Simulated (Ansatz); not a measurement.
# One shape, several levels: BOF (fluoro(oxo)borane)

Wanted: a comparison of 6 runs (HF/STO-3G, BHLYP/STO-3G, HSE06/STO-3G, RPA@PBE/STO-3G, UMP2/STO-3G, CCSDT/STO-3G) of BOF (fluoro(oxo)borane). 

The calculation is run with Ansatz 0.2.0.

53 further runs of the same task are left out: 4 that didn't finish, 49 set aside as unsound or not needed.

## (1) The molecule

BOF has 3 atoms, charge 0, and is taken as a singlet. As SMILES, `O=BF`. The B2–O1 distance was set to 1.809 Å, away from the relaxed value.

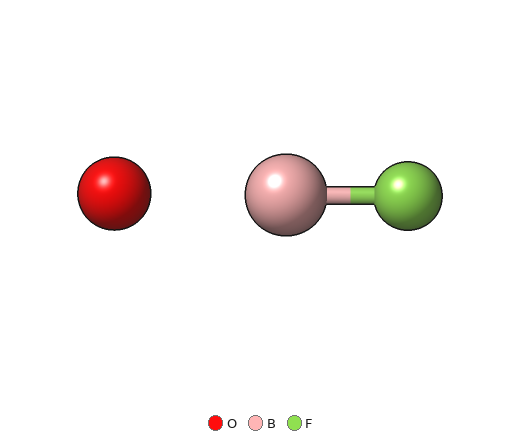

The structure, seen from a chosen angle (oxygen red, boron pink, fluorine green).

## (2) The energy at HF/STO-3G (run 1)

job.yaml reads:

```yaml
crystal:
  periodic: [false, false, false]
  atoms:
    - {symbol: O, position_ang: [1.464514, -0.841858, 0.714907]}
    - {symbol: B, position_ang: [0.020300, -0.011600, 0.009900]}
    - {symbol: F, position_ang: [-1.003400, 0.576800, -0.489800]}
basis:
  gaussian:
    orbitals: STO-3G
accuracy: high
hamiltonian:
  xc: hf
```

Run with:

```sh
$ ansatz run job.yaml --threads 1 --pin off --max-ram 2610MiB --events-out events.jsonl --progress --plain --runs-dir runs
```

What it wrote:

```text
Warning: RAYON_NUM_THREADS=1 ignored (pool sized by the plan → 1); use --threads N
Functional definition: HF
  name "HF"
  exchange = exact_x
  correlation = 0
238 factors; integrals over basis functions are off by at most 3.9e-8 eV
mean field evaluation 1: about -5326.3392 eV, gradient 4.5e1 eV
mean field evaluation 2: about -5326.3588 eV, gradient 4.5e1 eV
mean field evaluation 4: about -5335.3597 eV, gradient 7.3e0 eV
mean field evaluation 8: about -5336.0696 eV, gradient 2.0e-1 eV
mean field evaluation 16: about -5336.0570 eV, gradient 3.4e-9 eV
mean field evaluation 32: about -5335.9701 eV, gradient 7.4e-1 eV
mean field -5336.05701036 eV, -196.0964782213 hartree, gradient 3.9e-9 eV, S^2 0.000000; 0 other end points of the search recorded, 0 dependent functions left out
reference -5336.05701036 eV, -196.0964782213 hartree; 11, 11 occupied and 4, 4 virtual orbitals, 238 factors
Total energy: -5336.05701036 eV, -196.0964782213 hartree
```

It took 0.08 s on 1 thread of Intel Xeon Platinum 8488C (Sapphire Rapids), shared host.

## (3) A single-point energy at BHLYP/STO-3G (run 2)

in.yaml reads:

```yaml
crystal:
  periodic: [false, false, false]
  atoms:
    - {symbol: O, position_ang: [1.464514, -0.841858, 0.714907]}
    - {symbol: B, position_ang: [0.020300, -0.011600, 0.009900]}
    - {symbol: F, position_ang: [-1.003400, 0.576800, -0.489800]}
basis:
  gaussian:
    orbitals: STO-3G
hamiltonian:
  xc: {name: BHLYP}
accuracy: high
```

Run with:

```sh
$ ansatz run in.yaml --threads 1 --pin off --max-ram 2610MiB --events-out events.jsonl --progress --plain --runs-dir runs
```

What it wrote:

```text
Warning: RAYON_NUM_THREADS=1 ignored (pool sized by the plan → 1); use --threads N
Functional definition: BHLYP
  name "BHLYP"
  parameter a = 0.5
  exchange = (1 - a)*b88_x + a*exact_x
  correlation = lyp_c
238 factors; integrals over basis functions are off by at most 3.9e-8 eV
mean field evaluation 1: about -5348.8197 eV, gradient 4.4e1 eV
mean field evaluation 2: about -5207.7055 eV, gradient 1.5e2 eV
mean field evaluation 4: about -5355.2190 eV, gradient 2.5e1 eV
mean field evaluation 8: about -5357.7172 eV, gradient 1.5e-1 eV
mean field evaluation 16: about -5357.7181 eV, gradient 6.1e-5 eV
mean field -5357.71812378 eV, -196.8925094570 hartree, gradient 3.2e-8 eV, S^2 0.000000; 0 other end points of the search recorded, 0 dependent functions left out
reference -5357.71813682 eV, -196.8925099364 hartree; 11, 11 occupied and 4, 4 virtual orbitals, 238 factors
Total energy: -5357.71813682 eV, -196.8925099364 hartree
```

It took 0.44 s on 1 thread of Intel Xeon Platinum 8488C (Sapphire Rapids), shared host.

## (4) A single-point energy at HSE06/STO-3G (run 3)

run.yaml reads:

```yaml
crystal:
  periodic: [false, false, false]
  atoms:
    - {symbol: O, position_ang: [1.464514, -0.841858, 0.714907]}
    - {symbol: B, position_ang: [0.020300, -0.011600, 0.009900]}
    - {symbol: F, position_ang: [-1.003400, 0.576800, -0.489800]}
basis:
  gaussian:
    orbitals: STO-3G
hamiltonian:
  xc: hse06
accuracy: high
```

Run with:

```sh
$ ansatz run run.yaml --threads 1 --pin off --max-ram 2610MiB --events-out events.jsonl --progress --plain --runs-dir runs
```

What it wrote:

```text
Warning: RAYON_NUM_THREADS=1 ignored (pool sized by the plan → 1); use --threads N
Functional definition: HSE06
  name "HSE06"
  parameter a = 0.25
  parameter omega = 0.11/bohr
  exchange = pbe_x - a*pbe_x_sr(omega) + a*exact_x_sr(omega)
  correlation = pbe_c
238 factors; integrals over basis functions are off by at most 3.9e-8 eV
45 factors; integrals over basis functions are off by at most 6.3e-10 eV
mean field evaluation 1: about -5346.5146 eV, gradient 4.2e1 eV
mean field evaluation 2: about -5178.0519 eV, gradient 1.3e2 eV
mean field evaluation 4: about -5347.1750 eV, gradient 4.1e1 eV
mean field evaluation 8: about -5347.7117 eV, gradient 3.9e1 eV
mean field evaluation 16: about -5354.8770 eV, gradient 1.0e-8 eV
mean field -5354.87701758 eV, -196.7881007301 hartree, gradient 2.4e-8 eV, S^2 0.000000; 0 other end points of the search recorded, 0 dependent functions left out
reference -5354.87701879 eV, -196.7881007746 hartree; 11, 11 occupied and 4, 4 virtual orbitals, 238 factors
Total energy: -5354.87701879 eV, -196.7881007746 hartree
```

It took 0.62 s on 1 thread of Intel Xeon Platinum 8488C (Sapphire Rapids), shared host.

Runs 4 to 5 aren't shown in full; the table further down has their settings and results.

## (5) A single-point energy at CCSDT/STO-3G (run 6)

Edit in.yaml of step 3 so:

```diff
@@ -9,4 +9,10 @@
     orbitals: STO-3G
-hamiltonian:
-  xc: {name: BHLYP}
+magnetization:
+  spin_polarized: false
+  initial_magnetization: 0
+correlation:
+  method: ccsdt
+  frozen_orbitals: {B: 1, F: 1, O: 1}
 accuracy: high
+scf:
+  omitted_lower_state_checks: [cluster_reference, increment]
```

Run with:

```sh
$ ansatz run in.yaml --threads 1 --pin off --max-ram 2610MiB --events-out events.jsonl --progress --plain --runs-dir runs
```

What it wrote:

```text
Warning: RAYON_NUM_THREADS=1 ignored (pool sized by the plan → 1); use --threads N
[... 13 lines left out ...]
3 core orbitals not correlated: weight in the atoms' cores, before any rotation towards them, 1.000 or more for the frozen orbitals, at most 0.000 for the correlated occupied ones
[... 42 lines left out ...]
Total energy: -5341.21189473 eV, -196.2859167279 hartree
Checks for a lower state left out: cluster_reference, increment
```

It took 0.34 s on 1 thread of Intel Xeon Platinum 8488C (Sapphire Rapids), shared host.

## (6) Overview of the runs

| run | level | frozen core orbitals | energy (Eh) | wall time |
| --- | --- | --- | --- | --- |
| 1 | HF/STO-3G | – | -196.096478 | 0.08 s |
| 2 | BHLYP/STO-3G | – | -196.892510 | 0.44 s |
| 3 | HSE06/STO-3G | – | -196.788101 | 0.62 s |
| 4 | RPA@PBE/STO-3G | 3 | -196.360010 | 0.68 s |
| 5 | UMP2/STO-3G | 3 | -196.179450 | 2.2 s |
| 6 | CCSDT/STO-3G | 3 | -196.285917 | 0.34 s |

## (7) What came out

```
                                          quantity          value
                               run 6: total energy  -196.28592 Eh
run 6: correlation energy (3 core orbitals frozen)     -189.4 mEh
                              run 6: T1 diagnostic          0.106
```

**Reading.** Below the HF energy at the same shape and in the same basis (STO-3G): UMP2 -83.0 mEh; CCSDT -189.4 mEh. Some of these start from another determinant than that one, so these aren't their correlation energies. Totals of different functionals can't be ranked against each other. In run 6 the log says that unrestricted orbitals would lower the reference, so the values rest on an unstable closed-shell determinant (other closed-shell runs at this shape may share the fault). In runs 1, 2, 3, 4, 5, 6 the basis is minimal, so the values are rough. Spin contamination of the reference: run 5 ⟨S²⟩ = 1.33. Where it is this large, the reference is a mixture of spin states, and values that rest on it are in doubt. All runs together took 4.4 s, the longest 2.2 s.
